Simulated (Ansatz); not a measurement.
# Redistribution: C3H7I + C4H9I → C2H4I2 + C5H12

Species: C3H7I (1-iodopropane) `CCCI`, singlet; C4H9I (tert-butyl iodide) `CC(C)(C)I`, singlet; C2H4I2 (1,2-diiodoethane) `ICCI`, singlet; C5H12 (neopentane) `CC(C)(C)C`, singlet. The partners trade CH3 for I; both sit on C, so the bond types are kept.

Shapes, held fixed at every level: PBE0-D4/def2-TZVP. Flexible molecules stand in one conformer, not always the lowest. Programs: Ansatz 0.2.0. Electronic energies: no zero-point or thermal term.

```json
{"level": "PBE-D4/def2-TZVPP", "kind": "GGA", "ΔE (kJ/mol)": "+3.7", "less CCSD(T)/def2-TZVPP": "+0.3"}
{"level": "PBE0-D4/def2-TZVPP", "kind": "global hybrid", "ΔE (kJ/mol)": "+3.8", "less CCSD(T)/def2-TZVPP": "+0.4"}
{"level": "wB97X-V/def2-TZVPP", "kind": "range-separated hybrid", "ΔE (kJ/mol)": "+3.5", "less CCSD(T)/def2-TZVPP": "+0.1"}
{"level": "B2PLYP/def2-TZVPP", "kind": "double hybrid", "ΔE (kJ/mol)": "+2.1", "less CCSD(T)/def2-TZVPP": "-1.3"}
{"level": "MP2/def2-TZVPP", "kind": "perturbation theory", "ΔE (kJ/mol)": "+5.5", "less CCSD(T)/def2-TZVPP": "+2.1"}
{"level": "CCSD/def2-TZVPP", "kind": "coupled cluster or CI", "ΔE (kJ/mol)": "+2.3", "less CCSD(T)/def2-TZVPP": "-1.1"}
{"level": "CCSD(T)/def2-TZVPP", "kind": "coupled cluster or CI", "ΔE (kJ/mol)": "+3.4", "less CCSD(T)/def2-TZVPP": "0.0"}
```

The highest level, CCSD(T)/def2-TZVPP, gives ΔE = +3.4 kJ/mol; the levels span +2.1 to +5.5. That is about zero within the method's error. The column of differences is taken from that level and isn't an error. No measured value is set beside it here. For atoms past krypton def2 sets carry core potentials with scalar relativity. Outer-core shells of I are correlated, in sets that cover them unevenly.

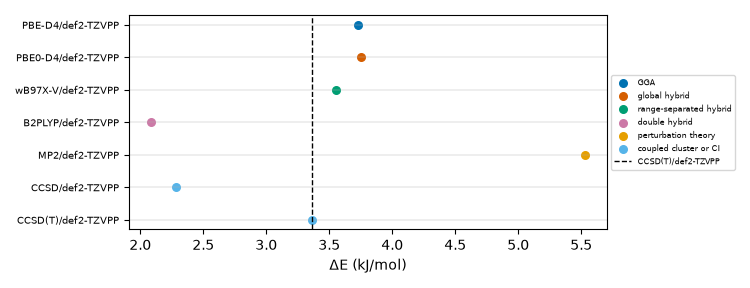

The values of the table, level by level.
